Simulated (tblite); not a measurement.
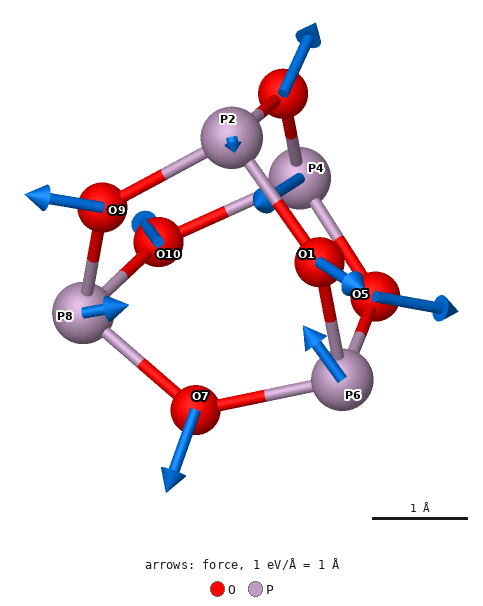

Starting geometry of P4O6 with the computed forces as blue arrows. Style: ball-and-stick. Shown from a free direction.

All numbers below come from GFN2-xTB geometry optimisation, gas phase in tblite. 

**Is this structure relaxed? If not, where do the atoms go?**

It isn't relaxed: the largest force vector, on an O atom, is 1.11 eV/Å. The atoms end up moving mostly along the starting forces (cosine between the two patterns 0.96). Over 9 geometry steps the energy falls by 10.6 kJ/mol. The largest move after the best rigid fit is that of an O atom, 0.042 Å. By element the largest moves are O 0.042 Å, P 0.020 Å. Some distances before and after: O–P 1.618 → 1.642 Å, O–P 1.650 → 1.642 Å. Among the angles between lasting bonds that change: P–O–P 130.0° → 126.3°, P–O–P 129.1° → 126.3°. Cost: 0.08 s on 1 thread of Arm Neoverse V1 (shared host).
